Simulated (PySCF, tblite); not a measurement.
**C6HCl2O2 radical: geometry, infrared bands and EPR parameters**

What infrared bands and EPR parameters should C6HCl2O2 radical (`O=C1[C]=C(Cl)C(=O)C=C1Cl`) show?

The runs use tblite 0.8.0 and PySCF 2.14.0, with density-fitted response routines of our own; the level of theory stands in each step. All values are computed, except where a source is named. Atoms count from 0, in the outputs and in this text.

**1. Starting geometry**

11 atoms, charge 0, multiplicity 2; geometry from: force field or distance geometry start.

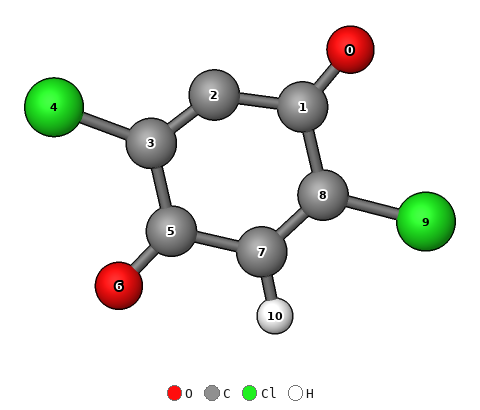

The starting geometry (oxygen red, carbon grey, chlorine green, hydrogen white), atoms numbered.

**2. Optimising the geometry with GFN2-xTB**

What the job is given:

```
{"job": {"kind": "relax", "xc": "GFN2-xTB", "basis": "xTB"}, "charge": 0, "multiplicity": 2}
O     -1.835300    -2.106100     0.010900
C     -1.034500    -1.193800    -0.004900
C      0.384800    -1.451800    -0.079200
C      1.424600    -0.694500    -0.117600
Cl     2.978000    -1.356900    -0.214000
C      1.143900     0.761100    -0.035700
O      2.019100     1.625200    -0.048700
C     -0.302300     1.159800     0.067500
C     -1.320800     0.267000     0.083300
Cl    -2.967400     0.769400     0.197100
H     -0.484800     2.223300     0.115500
```

Run with:

```bash
$ OMP_NUM_THREADS=1 python probes_run.py task.json out
```

One launch serves the whole session: the jobs run in the order shown.

The program printed:

```text
step      E/eV     max force
  0    -827.83229    2.800
  1    -827.90973    2.519
  2    -827.98871    0.860
  3    -828.02405    0.728
  4    -828.07034    0.846
  5    -828.11167    0.595
  6    -828.13590    0.403
  7    -828.14840    0.405
  8    -828.15988    0.364
  9    -828.17129    0.374
 10    -828.18177    0.291
 11    -828.18968    0.250
 12    -828.19602    0.207
 13    -828.19907    0.111
 14    -828.20024    0.092
 15    -828.20095    0.080
 16    -828.20171    0.099
 17    -828.20264    0.093
 18    -828.20369    0.105
 19    -828.20466    0.086
 20    -828.20550    0.070
 21    -828.20628    0.082
 22    -828.20715    0.098
 23    -828.20808    0.102
 24    -828.20890    0.076
 25    -828.20949    0.079
 26    -828.20990    0.062
 27    -828.21019    0.045
 28    -828.21040    0.041
 29    -828.21057    0.039
 30    -828.21076    0.043
 31    -828.21099    0.044
 32    -828.21123    0.047
 33    -828.21146    0.042
 34    -828.21166    0.034
 35    -828.21189    0.045
 36    -828.21217    0.055
 37    -828.21250    0.057
 38    -828.21284    0.059
 39    -828.21318    0.050
 40    -828.21350    0.051
 41    -828.21380    0.055
 42    -828.21405    0.045
 43    -828.21422    0.035
 44    -828.21434    0.030
 45    -828.21443    0.025
 46    -828.21448    0.020
 47    -828.21451    0.012
 48    -828.21453    0.014
 49    -828.21456    0.018
 50    -828.21460    0.029
 51    -828.21466    0.030
 52    -828.21470    0.017
 53    -828.21472    0.012
 54    -828.21474    0.014
 55    -828.21476    0.012
 56    -828.21478    0.009
```

It took 0.38 s on 1 thread of Arm Neoverse V2, shared host.

The steps of the relaxation: (not every step is listed)

```tsv
step	energy from step 0 (eV)	largest force (eV/Å)
0	0.0000	2.7998
1	-0.0774	2.5191
2	-0.1564	0.8597
3	-0.1918	0.7281
4	-0.2381	0.8458
5	-0.2794	0.5946
6	-0.3036	0.4031
7	-0.3161	0.4046
8	-0.3276	0.3644
12	-0.3637	0.2073
16	-0.3694	0.0988
20	-0.3732	0.0702
24	-0.3766	0.0760
28	-0.3781	0.0412
32	-0.3789	0.0474
36	-0.3799	0.0553
40	-0.3812	0.0510
44	-0.3821	0.0302
48	-0.3822	0.0139
51	-0.3824	0.0300
52	-0.3824	0.0170
53	-0.3824	0.0124
54	-0.3825	0.0139
55	-0.3825	0.0124
56	-0.3825	0.0088
```

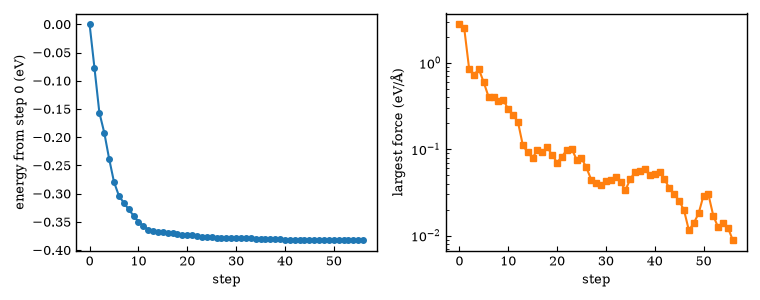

Energy and largest force along the relaxation.

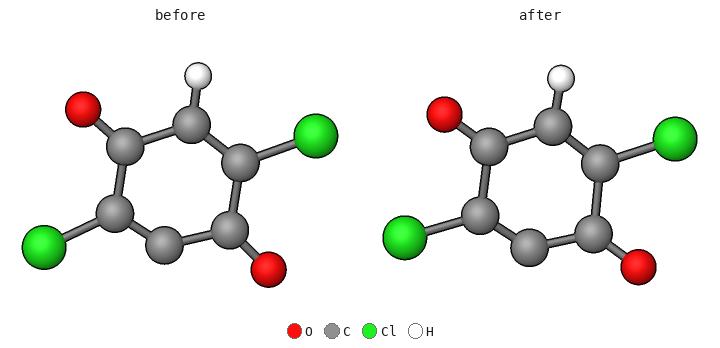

Before and after, at one scale.

Distances of close pairs at the start and the end, largest changes first:

```tsv
bond	before (Å)	after (Å)	change (Å)
C5–C7	1.504	1.448	-0.055
C3–C5	1.485	1.540	+0.055
C1–C8	1.491	1.530	+0.038
C1–C2	1.444	1.410	-0.034
C8–Cl9	1.725	1.697	-0.028
C5–O6	1.230	1.203	-0.027
C2–C3	1.287	1.307	+0.021
O0–C1	1.214	1.205	-0.009
```

The end geometry stands in the next job.

**3. Harmonic vibrations with GFN2-xTB**

What the job is given:

```
{"job": {"kind": "ir", "xc": "GFN2-xTB", "basis": "xTB"}, "charge": 0, "multiplicity": 2}
O     -1.986849    -1.980408    -0.219057
C     -1.046512    -1.255624    -0.014462
C      0.341000    -1.507862    -0.000408
C      1.378305    -0.722182    -0.127200
Cl     3.018471    -1.158772    -0.063744
C      1.127948     0.797104    -0.129978
O      2.057904     1.559493    -0.155314
C     -0.265699     1.142596     0.060376
C     -1.252712     0.241945     0.218281
Cl    -2.886037     0.684752     0.351175
H     -0.480393     2.201629     0.054368
```

The program printed:

```text
mode    cm-1     km/mol
  1      46.0      2.98
  2     130.1      4.21
  3     145.9      3.06
  4     188.9      1.82
  5     222.6      0.13
  6     281.0      1.12
  7     340.4     25.02
  8     353.6      5.76
  9     411.8      4.68
 10     418.0     22.26
 11     516.1      8.74
 12     589.2      6.49
 13     620.5     25.02
 14     632.8      9.62
 15     663.0      5.54
 16     754.2     41.30
 17     802.2    117.28
 18     845.4    117.92
 19     908.9     32.54
 20    1037.6      2.74
 21    1081.0     65.01
 22    1210.1     30.36
 23    1544.1     41.45
 24    1649.6    158.19
 25    1717.8    107.49
 26    1738.7    630.71
 27    3080.6      6.58
```

Run time: 0.39 s. Hardware: 1 thread of Arm Neoverse V2, shared host.

The strongest bands and the atoms that carry them (share of the mass-weighted mode):

```tsv
cm⁻¹	km/mol	atoms
754	41.3	C1 25 %, C3 20 %, C5 16 %
802	117.3	H10 39 %, C7 19 %, C3 18 %
845	117.9	C3 42 %, H10 27 %, C7 12 %
1081	65.0	C5 35 %, C7 25 %, H10 13 %, C2 11 %
1544	41.5	C7 47 %, C8 43 %
1650	158.2	C2 37 %, C3 31 %, C5 14 %
1718	107.5	C1 49 %, O0 28 %, C5 12 %
1739	630.7	C5 35 %, O6 24 %, C2 16 %, C1 11 %
```

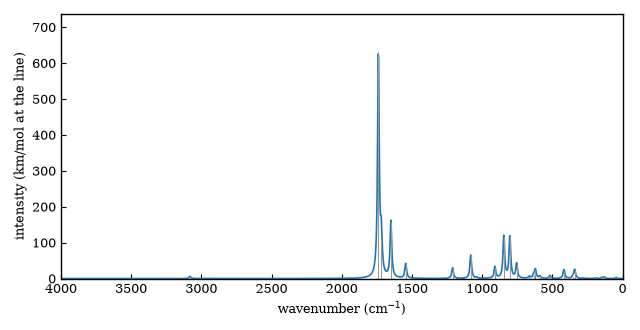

The infrared spectrum from these modes, unscaled. Lines are broadened to a width of 14 cm⁻¹ (Lorentzian).

**4. EPR parameters: B3LYP/pcH-1**

Same as in step 3 but for these lines:

```diff
@@ -1,2 +1,2 @@
-{"job": {"kind": "ir", "xc": "GFN2-xTB", "basis": "xTB"}, "charge": 0, "multiplicity": 2}
+{"job": {"kind": "epr", "basis": "pcH-1"}, "charge": 0, "multiplicity": 2}
 O     -1.986849    -1.980408    -0.219057
```

Level: UKS B3LYP, pcH-1 on C Cl H O, non-relativistic, mean-field spin-orbit, GIAO.

The program printed:

```text
UKS, coarse grid
  cycle   1  E = -1299.66307392  |g| = 8.74e-01
  cycle   2  E = -1297.15161513  |g| = 2.51e+00
  cycle   3  E = -1299.88983975  |g| = 3.57e-01
  cycle   4  E = -1299.90784559  |g| = 3.24e-01
  cycle   5  E = -1299.95928822  |g| = 1.01e-01
  cycle   6  E = -1299.96402856  |g| = 3.29e-02
  cycle   7  E = -1299.96465770  |g| = 1.67e-02
  cycle   8  E = -1299.96487128  |g| = 6.56e-03
  cycle   9  E = -1299.96493417  |g| = 4.22e-03
  cycle  10  E = -1299.96495383  |g| = 2.42e-03
  cycle  11  E = -1299.96496180  |g| = 2.01e-03
  cycle  12  E = -1299.96496546  |g| = 6.59e-04
UKS, final grid
  cycle   1  E = -1299.96493110  |g| = 8.90e-04
  cycle   2  E = -1299.96493036  |g| = 1.92e-03
  cycle   3  E = -1299.96493194  |g| = 3.07e-04
  cycle   4  E = -1299.96493208  |g| = 2.33e-04
  cycle   5  E = -1299.96493231  |g| = 1.88e-04
  cycle   6  E = -1299.96493234  |g| = 5.30e-05
  cycle   7  E = -1299.96493235  |g| = 3.38e-05
  cycle   8  E = -1299.96493235  |g| = 1.72e-05
E = -1299.96493235 Eh   <S^2> = 0.7631 (exact 0.7500)
g shifts (ppm)      1          2          3
  rmc          -188       -188       -188
  gc              9          8         17
  oz_so       -1119       -497       1713
  total       -1298       -677       1542
hyperfine (MHz)  atom isotope    a_iso     a_fc   dipolar eigenvalues
    0   17O      -4.59      -4.53    -14.34      3.59     10.74
    1   13C      -7.88      -7.91     -9.46     -2.75     12.21
    2   13C     274.06     274.16    -79.32    -59.01    138.33
    3   13C     -39.14     -39.05    -19.58     -2.60     22.18
    4  35Cl      12.68      12.29    -15.15     -8.00     23.15
    5   13C      48.32      48.32     -5.66     -4.93     10.59
    6   17O      -4.27      -4.20    -19.72      4.71     15.00
    7   13C      -0.42      -0.40     -2.81      0.81      2.00
    8   13C      86.41      86.39     -4.02     -2.62      6.64
    9  35Cl       7.04       6.88     -5.80     -5.17     10.97
   10    1H      -0.10      -0.09     -1.60     -0.43      2.03
```

Wall time 1.7 min (1 thread of Arm Neoverse V2, shared host); peak memory 0.97 GiB.

Principal g values 2.00102, 2.00164, 2.00386; g(iso) = 2.00218, against 2.00232 for a free electron.

Hyperfine couplings, nucleus by nucleus at this fixed geometry (no averaging over rotations):

```tsv
nuclei	isotope	a(iso) (MHz)	a(iso) (G, at g = 2.0023)	largest dipolar term (MHz)
C2	13C	274.1	97.8	138.3
C8	13C	86.4	30.8	6.6
C5	13C	48.3	17.2	10.6
C3	13C	-39.1	-14.0	22.2
Cl4	35Cl	12.7	4.5	23.2
C1	13C	-7.9	-2.8	12.2
Cl9	35Cl	7.0	2.5	11.0
O0	17O	-4.6	-1.6	-14.3
O6	17O	-4.3	-1.5	-19.7
C7	13C	-0.4	-0.2	-2.8
H10	1H	-0.1	0.0	2.0
```

Mulliken spin populations:

```tsv
atom	value (e)
O0	0.04
C1	-0.04
C2	0.95
C3	-0.12
Cl4	0.03
C5	0.05
O6	0.02
C7	-0.01
C8	0.04
Cl9	0.03
H10	0.00
```

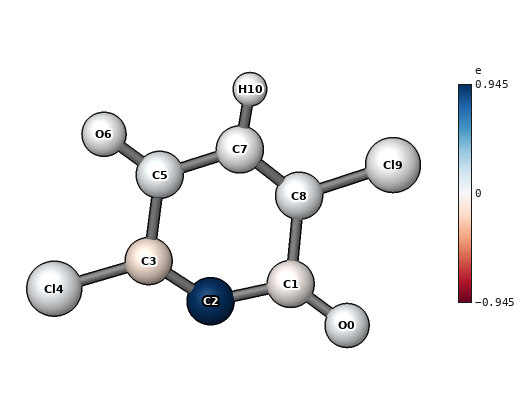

Mulliken spin populations, as colours on the atoms.

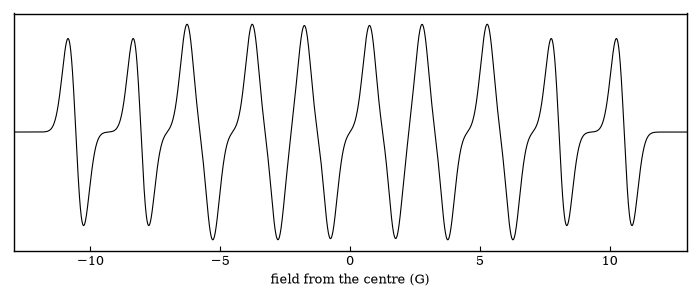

First-order isotropic spectrum (first derivative, main isotopes with spin only, couplings over 0.8 MHz, Gaussian width 0.3 G; couplings of the frozen geometry, rotation of groups not averaged beyond the rows shown).

Orbitals, density, ELF and potential are computed afterwards from the orbital file.

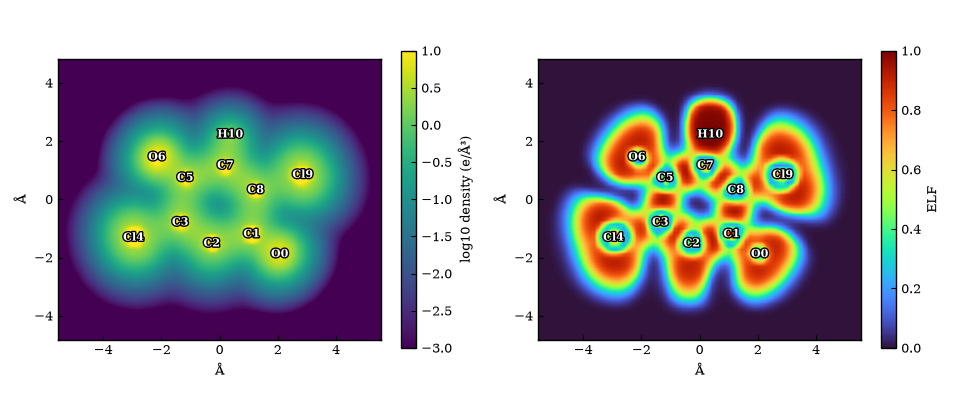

Density (left) and ELF (right) in a plane through or near 11 of the atoms.

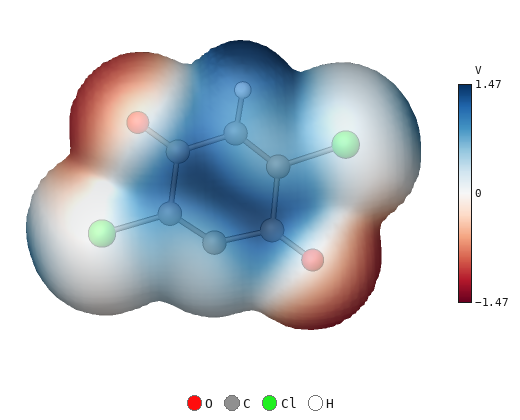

Electrostatic potential on the surface of density 0.002 e/bohr³; red is low, blue high. It runs from -1.15 V near O0 to 1.47 V near H10.

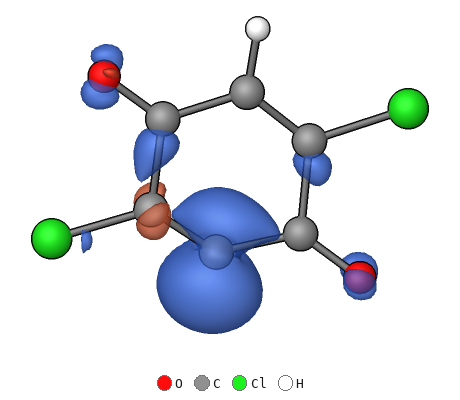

Spin density at ±0.05 e/Å³ (alpha excess blue, beta excess red).

**5. What came out**

```
                                 quantity                  value
strongest single infrared mode (GFN2-xTB)  1739 cm⁻¹, 631 km/mol
             zero-point energy (GFN2-xTB)          31.4 kcal/mol
                           g(iso) (B3LYP)                2.00218
                                     ⟨S²⟩     0.763 (exact 0.75)
                           largest a(iso)   13C on C2, 274.1 MHz
    surface potential, least and greatest     -1.15 V and 1.47 V
```

What this shows: Relaxing lowered the energy by 0.382 eV in 56 steps; the close pair that moved most is C5–C7, from 1.504 to 1.448 Å. No mode is imaginary among the 27: a minimum at this level. The strongest single mode, at 1739 cm⁻¹, is carried by C5, O6, C2, C1. GFN2-xTB is a fitted tight-binding method: band positions and strengths are rough. Its intensities can rank the bands wrongly. Most of the unpaired spin sits on C2 (0.95 e). The isotropic g lies 0.1 ppt below the free-electron value.
